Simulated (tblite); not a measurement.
Run report: C₆H₁₅FNPSi, geometry relaxation (part 1 of 4)

- system: C₆H₁₅FNPSi
- method: GFN2-xTB geometry optimisation, gas phase (tblite 0.8.0)

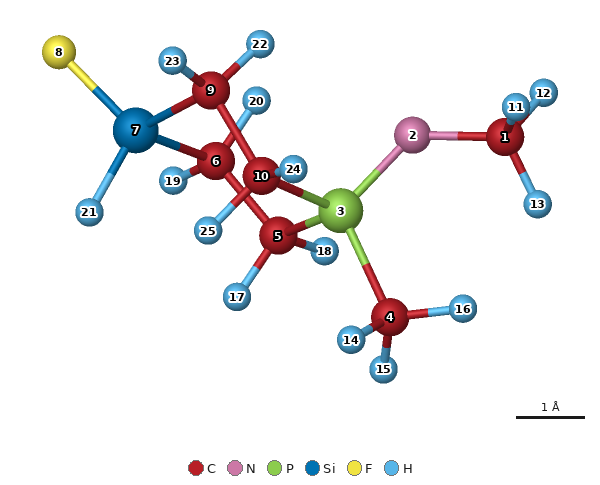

*The input geometry (ball-and-stick view, seen at a tilt; atoms are numbered from 1 in the order of the input).*

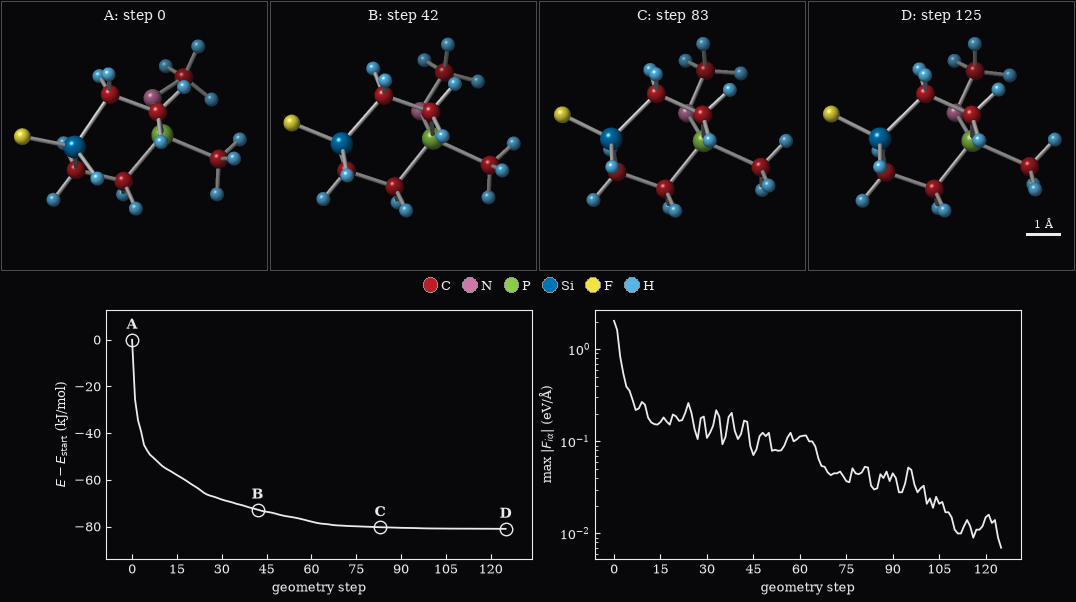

*Frames of the relaxation (ball-and-stick view, seen at a tilt) above the curves, on which the letters mark them (steps are counted from 0).*

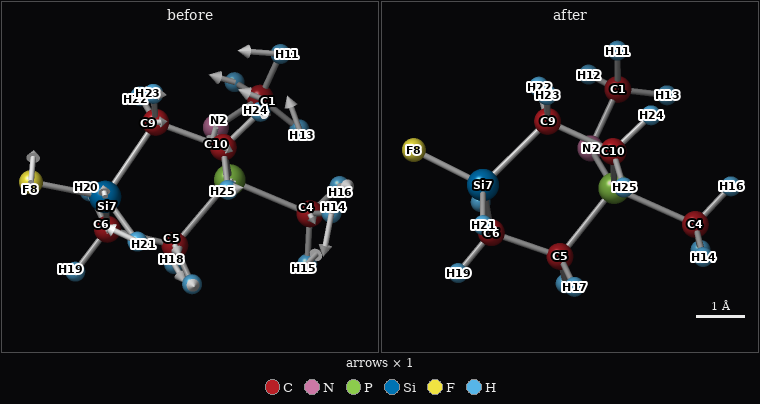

*Before (left) and after (right) the relaxation, at one scale (ball-and-stick view, seen at a tilt). The white arrows give the displacements, at true length.*

The largest moves after the best rigid fit, 0.99 Å, are those of F8 and H11. Largest moves by element: H 0.99 Å, F 0.99 Å, C 0.52 Å, N 0.51 Å, Si 0.32 Å, P 0.21 Å. Among the contacts that change: Si7–F8 1.674 → 1.619 Å, P3–C10 1.811 → 1.864 Å, C1–N2 1.409 → 1.448 Å, C10–H25 1.129 → 1.092 Å. Among the angles that change: N2–P3–C10 110.6° → 119.4°, H22–C9–H23 114.1° → 106.9°, C9–C10–H25 104.5° → 111.3°. The energy falls by 81.0 kJ/mol in 125 geometry steps. The largest force component goes from 2 to 0.007 eV/Å. (Atoms are counted from 1 in the order of the input.)

The input that produced these results follows, with the program's output.

### The input
```
{"job": {"kind": "relax", "xc": "GFN2-xTB", "basis": "xTB"}, "charge": 0, "multiplicity": 1}
C     -2.798800    -1.149900     0.345800
N     -1.410600    -1.036400     0.134000
P     -0.596200     0.272400    -0.091600
C     -1.646900     1.735900    -0.367000
C      0.472300     0.128600    -1.519800
C      1.614200    -0.827200    -1.340400
Si     2.627000    -0.352800     0.167900
F      3.982600    -1.310400     0.384000
C      1.422300    -0.483100     1.606300
C      0.424600     0.646100     1.357300
H     -3.039900    -1.119700     1.432800
H     -3.138500    -2.156500    -0.018900
H     -3.417600    -0.414600    -0.196100
H     -1.278500     2.547500     0.309800
H     -1.553800     2.078500    -1.413300
H     -2.710400     1.503700    -0.160900
H      0.889800     1.135000    -1.725900
H     -0.100800    -0.190300    -2.413000
H      2.314400    -0.826500    -2.202400
H      1.206800    -1.828000    -1.155700
H      3.023300     1.055600     0.066600
H      0.894000    -1.435900     1.476000
H      1.915500    -0.369000     2.595800
H     -0.168000     0.896800     2.247100
H      1.062300     1.524400     1.048200
```

The first line tells a small driver script what to run in tblite; the rest is the geometry in Å.

Run as:
```bash
OMP_NUM_THREADS=1 python <driver script> task.json out
```

### What the program printed
```
step      E/eV     max force
  0    -882.31183    2.326
  1    -882.57701    1.804
  2    -882.66985    0.866
  3    -882.71787    0.592
  4    -882.77840    0.424
  5    -882.80216    0.364
  6    -882.82206    0.283
  7    -882.83344    0.249
  8    -882.84611    0.267
  9    -882.85871    0.276
 10    -882.87098    0.250
 11    -882.88056    0.196
 12    -882.88836    0.180
 13    -882.89570    0.181
 14    -882.90391    0.172
 15    -882.91219    0.192
 16    -882.91997    0.214
 17    -882.92787    0.203
 18    -882.93628    0.195
 19    -882.94517    0.202
 20    -882.95407    0.203
 21    -882.96227    0.182
 22    -882.97067    0.196
 23    -882.98053    0.218
 24    -882.99052    0.275
 25    -882.99820    0.211
 26    -883.00320    0.146
 27    -883.00694    0.131
 28    -883.01102    0.192
 29    -883.01592    0.196
 30    -883.02073    0.149
 31    -883.02478    0.158
 32    -883.02839    0.206
 33    -883.03155    0.257
 34    -883.03563    0.195
 35    -883.04020    0.111
 36    -883.04330    0.172
 37    -883.04661    0.230
 38    -883.05091    0.220
 39    -883.05501    0.138
 40    -883.05865    0.136
 41    -883.06200    0.153
 42    -883.06569    0.195
 43    -883.06959    0.174
 44    -883.07291    0.107
 45    -883.07527    0.102
 46    -883.07734    0.105
 47    -883.07994    0.116
 48    -883.08344    0.140
 49    -883.08735    0.153
 50    -883.09060    0.161
 51    -883.09346    0.109
 52    -883.09574    0.120
 53    -883.09782    0.085
 54    -883.10002    0.088
 55    -883.10268    0.098
 56    -883.10552    0.146
 57    -883.10864    0.156
 58    -883.11198    0.109
 59    -883.11544    0.119
 60    -883.11879    0.121
 61    -883.12200    0.141
 62    -883.12499    0.121
 63    -883.12737    0.109
 64    -883.12868    0.129
 65    -883.12994    0.118
 66    -883.13126    0.087
 67    -883.13380    0.066
 68    -883.13492    0.059
 69    -883.13591    0.057
 70    -883.13649    0.062
 71    -883.13726    0.057
 72    -883.13806    0.064
 73    -883.13874    0.048
 74    -883.13921    0.045
 75    -883.13963    0.041
 76    -883.14013    0.049
 77    -883.14072    0.069
 78    -883.14127    0.061
 79    -883.14174    0.048
 80    -883.14222    0.052
 81    -883.14278    0.059
 82    -883.14334    0.061
 83    -883.14375    0.036
 84    -883.14405    0.035
 85    -883.14435    0.033
 86    -883.14474    0.051
 87    -883.14517    0.051
 88    -883.14559    0.050
 89    -883.14599    0.043
 90    -883.14641    0.047
 91    -883.14668    0.043
 92    -883.14692    0.031
 93    -883.14709    0.028
 94    -883.14731    0.036
 95    -883.14765    0.053
 96    -883.14811    0.053
 97    -883.14853    0.039
 98    -883.14881    0.029
 99    -883.14902    0.031
100    -883.14920    0.034
101    -883.14935    0.023
102    -883.14945    0.026
103    -883.14953    0.022
104    -883.14963    0.025
105    -883.14978    0.023
106    -883.14988    0.023
107    -883.14996    0.019
108    -883.15001    0.019
109    -883.15008    0.016
110    -883.15014    0.015
111    -883.15018    0.012
112    -883.15021    0.011
113    -883.15025    0.014
114    -883.15031    0.018
115    -883.15038    0.016
116    -883.15042    0.012
117    -883.15046    0.012
118    -883.15049    0.011
119    -883.15053    0.014
120    -883.15060    0.016
121    -883.15068    0.018
122    -883.15076    0.016
123    -883.15082    0.015
124    -883.15087    0.012
125    -883.15090    0.007
```

### Trajectory as extended XYZ (Å, eV, eV/Å), 33 of the 126 frames kept, from step=0 to step=125
```
25
Properties=species:S:1:pos:R:3:forces:R:3 step=0 energy=-882.31183
C    -2.7988   -1.1499    0.3458   -1.2300  -0.9330   0.3310
N    -1.4106   -1.0364    0.1340    0.9560  -0.4970  -0.4300
P    -0.5962    0.2724   -0.0916   -2.0360  -0.9170   0.6520
C    -1.6469    1.7359   -0.3670    0.2100   1.3170  -0.0250
C     0.4723    0.1286   -1.5198    0.8310   0.7680  -1.4950
C     1.6142   -0.8272   -1.3404    1.1030  -0.6800   0.1470
Si    2.6270   -0.3528    0.1679    0.9910  -0.4180   0.4670
F     3.9826   -1.3104    0.3840   -1.0610   0.7820  -0.2490
C     1.4223   -0.4831    1.6063    0.1430  -0.1120   0.0930
C     0.4246    0.6461    1.3573    1.6680   1.2790   0.0600
H    -3.0399   -1.1197    1.4328   -0.1350   0.0870  -0.4710
H    -3.1385   -2.1565   -0.0189    0.2790   0.6180   0.2260
H    -3.4176   -0.4146   -0.1961    0.0590  -0.0770   0.2660
H    -1.2785    2.5475    0.3098   -0.5290  -0.4750  -0.5300
H    -1.5538    2.0785   -1.4133   -0.0970  -0.1080   0.4340
H    -2.7104    1.5037   -0.1609    0.7090   0.1020  -0.0010
H     0.8898    1.1350   -1.7259   -0.1920  -0.2000  -0.0480
H    -0.1008   -0.1903   -2.4130   -0.1440   0.2740   0.4650
H     2.3144   -0.8265   -2.2024   -0.7560  -0.2510   0.1140
H     1.2068   -1.8280   -1.1557    0.1320   0.0500  -0.3950
H     3.0233    1.0556    0.0666    0.4380  -0.1240  -0.0520
H     0.8940   -1.4359    1.4760    0.0390   0.1010   0.6540
H     1.9155   -0.3690    2.5958   -0.5450  -0.3570  -0.5380
H    -0.1680    0.8968    2.2471   -0.0260  -0.0780  -0.3450
H     1.0623    1.5244    1.0482   -0.8060  -0.1530   0.6680
25
Properties=species:S:1:pos:R:3:forces:R:3 step=4 energy=-882.77840
C    -2.8306   -1.1835    0.3556    0.1030  -0.2170  -0.0030
N    -1.4057   -1.1074    0.1089   -0.0920  -0.0200  -0.1380
P    -0.6423    0.2371   -0.0800    0.3760   0.1520  -0.1230
C    -1.6384    1.7724   -0.3712    0.2880  -0.1460   0.0660
C     0.5091    0.1423   -1.5403   -0.1780   0.1660   0.0720
C     1.6546   -0.8409   -1.3236   -0.1460  -0.0260  -0.3160
Si    2.6512   -0.3479    0.1875    0.0500  -0.0270  -0.1750
F     3.9498   -1.2816    0.3719    0.1450  -0.0550   0.0020
C     1.4318   -0.4792    1.5933   -0.1440   0.0350   0.1950
C     0.4701    0.6761    1.3534   -0.0910   0.2250  -0.2610
H    -3.0615   -1.1163    1.4205   -0.0810  -0.0640   0.0750
H    -3.1415   -2.1576   -0.0130   -0.1910  -0.1480   0.0450
H    -3.4150   -0.4247   -0.1720   -0.0380  -0.0100   0.0120
H    -1.3059    2.5583    0.2984   -0.0230   0.1190  -0.0340
H    -1.5576    2.0841   -1.4070    0.0280   0.0640  -0.0650
H    -2.6700    1.5210   -0.1571   -0.1780   0.0590   0.0580
H     0.8922    1.1521   -1.7431   -0.0300  -0.1560   0.0340
H    -0.1146   -0.1703   -2.3933    0.1130   0.0900   0.1850
H     2.2760   -0.8587   -2.2203   -0.0370  -0.1280  -0.0770
H     1.2182   -1.8330   -1.1899    0.0760  -0.0060  -0.0380
H     3.0739    1.0400    0.0629    0.3920   0.0560  -0.0130
H     0.8885   -1.4247    1.5357   -0.1060   0.0460   0.1240
H     1.8814   -0.4013    2.5793    0.0190  -0.0360   0.1400
H    -0.1608    0.8916    2.2176   -0.0640  -0.0540   0.0460
H     1.0359    1.5765    1.0924   -0.1890   0.0810   0.1890
25
Properties=species:S:1:pos:R:3:forces:R:3 step=8 energy=-882.84611
C    -2.8293   -1.2113    0.3573   -0.0120   0.0590  -0.0130
N    -1.4078   -1.1172    0.0733   -0.0160   0.1170  -0.0690
P    -0.6288    0.2318   -0.0865   -0.1860  -0.0140   0.0680
C    -1.6181    1.7698   -0.3687   -0.1360   0.1050  -0.0280
C     0.5092    0.1518   -1.5330    0.0580  -0.1250  -0.0130
C     1.6498   -0.8425   -1.3489    0.1080  -0.0360   0.0930
Si    2.6552   -0.3482    0.1724   -0.0080   0.0070   0.0510
F     3.9620   -1.2812    0.3672   -0.0280  -0.0040  -0.0190
C     1.4248   -0.4650    1.6013    0.0930   0.0410  -0.0640
C     0.4648    0.6977    1.3426   -0.0360  -0.1340   0.2280
H    -3.0746   -1.1315    1.4239    0.1480  -0.1140  -0.0200
H    -3.1715   -2.1839   -0.0025    0.0430   0.0090   0.0500
H    -3.4162   -0.4412   -0.1584   -0.0300  -0.1000  -0.0110
H    -1.3133    2.5797    0.2884    0.1060   0.0040  -0.0120
H    -1.5521    2.0922   -1.4067    0.0430  -0.0330   0.0140
H    -2.6625    1.5380   -0.1506    0.0580  -0.0110  -0.0150
H     0.8949    1.1494   -1.7430    0.0630   0.1040   0.0590
H    -0.1154   -0.1518   -2.3721   -0.1420  -0.0160  -0.1470
H     2.2601   -0.8875   -2.2507   -0.0100   0.0460  -0.0920
H     1.2285   -1.8389   -1.2070   -0.0630  -0.0030   0.0210
H     3.1578    1.0311    0.0598    0.1400  -0.2160   0.0010
H     0.8657   -1.4077    1.5726   -0.0380   0.1500  -0.0780
H     1.8725   -0.4103    2.5956    0.0170   0.1500  -0.0550
H    -0.1731    0.8807    2.2091   -0.1630  -0.0260   0.0550
H     1.0064    1.6202    1.1312   -0.0120   0.0400  -0.0030
25
Properties=species:S:1:pos:R:3:forces:R:3 step=12 energy=-882.88836
C    -2.8285   -1.2269    0.3558   -0.0140  -0.0200   0.0100
N    -1.4211   -1.1020    0.0309   -0.0130  -0.1230  -0.0410
P    -0.6362    0.2433   -0.0843    0.0600  -0.0260  -0.0720
C    -1.6192    1.7868   -0.3686    0.0890  -0.0050  -0.0080
C     0.5104    0.1457   -1.5359   -0.0400   0.0740   0.0390
C     1.6570   -0.8511   -1.3623   -0.1020   0.0420   0.0250
Si    2.6608   -0.3554    0.1661   -0.0170  -0.0400   0.0120
F     3.9677   -1.2886    0.3613   -0.0580  -0.1070   0.0190
C     1.4293   -0.4411    1.6036   -0.0910   0.0790  -0.0160
C     0.4477    0.7046    1.3705   -0.0890   0.0880  -0.1300
H    -3.0442   -1.1695    1.4270    0.1030   0.0400   0.0620
H    -3.1804   -2.2027    0.0158    0.1610  -0.0450  -0.0670
H    -3.4321   -0.4723   -0.1541   -0.1430   0.0220   0.0410
H    -1.2918    2.5959    0.2768    0.0160   0.0360   0.0200
H    -1.5380    2.0914   -1.4081   -0.0280   0.0130  -0.0660
H    -2.6580    1.5484   -0.1479   -0.0230   0.0580   0.0000
H     0.9052    1.1511   -1.7226   -0.0200  -0.0650   0.0010
H    -0.1348   -0.1389   -2.3784    0.1030   0.0430   0.0780
H     2.2467   -0.8953   -2.2846   -0.0460   0.0330   0.1450
H     1.2235   -1.8425   -1.2108    0.0110   0.0110  -0.0140
H     3.2563    0.9792    0.0572    0.0140  -0.0430  -0.0160
H     0.8421   -1.3647    1.5749    0.1040  -0.0420  -0.0190
H     1.8781   -0.3770    2.5974    0.0500   0.0510  -0.0880
H    -0.2216    0.8628    2.2230    0.0360  -0.0540   0.0160
H     0.9704    1.6429    1.1636   -0.0600  -0.0190   0.0700
25
Properties=species:S:1:pos:R:3:forces:R:3 step=16 energy=-882.91997
C    -2.8287   -1.2411    0.3567    0.0820  -0.0530   0.0010
N    -1.4324   -1.1095   -0.0185   -0.0040   0.1820  -0.0950
P    -0.6462    0.2413   -0.0956   -0.0860   0.0990   0.0350
C    -1.6074    1.8023   -0.3746   -0.0560  -0.0060  -0.0380
C     0.5061    0.1524   -1.5253    0.0230   0.0110   0.0140
C     1.6423   -0.8494   -1.3545    0.0080  -0.0310   0.0320
Si    2.6602   -0.3685    0.1664    0.0380   0.0250  -0.0470
F     3.9490   -1.3288    0.3628   -0.1170  -0.1570   0.0480
C     1.4171   -0.4051    1.5937    0.0810  -0.0870  -0.0270
C     0.4118    0.7191    1.3712    0.0650  -0.0790   0.0460
H    -2.9886   -1.1903    1.4405   -0.0100   0.0050  -0.0770
H    -3.1420   -2.2285    0.0140   -0.0390  -0.0190   0.0380
H    -3.4792   -0.4997   -0.1322    0.0930  -0.1160   0.1540
H    -1.2687    2.6141    0.2690   -0.0180  -0.0840  -0.1080
H    -1.5348    2.0937   -1.4225   -0.0230   0.0220   0.0660
H    -2.6510    1.5758   -0.1476    0.0590   0.0880  -0.0110
H     0.9123    1.1488   -1.7062    0.0170   0.1010   0.0110
H    -0.1301   -0.1194   -2.3725    0.0010  -0.0100  -0.0390
H     2.2264   -0.8886   -2.2750    0.0670   0.0340   0.0090
H     1.2167   -1.8440   -1.2163   -0.0680  -0.0260   0.0350
H     3.3362    0.9219    0.0497   -0.0450   0.0790  -0.0290
H     0.8530   -1.3410    1.5716    0.0370  -0.0910   0.0570
H     1.8937   -0.3305    2.5719   -0.0320   0.0500   0.0250
H    -0.2537    0.8338    2.2355    0.0040  -0.0150  -0.0650
H     0.9270    1.6654    1.2042   -0.0770   0.0780  -0.0350
```
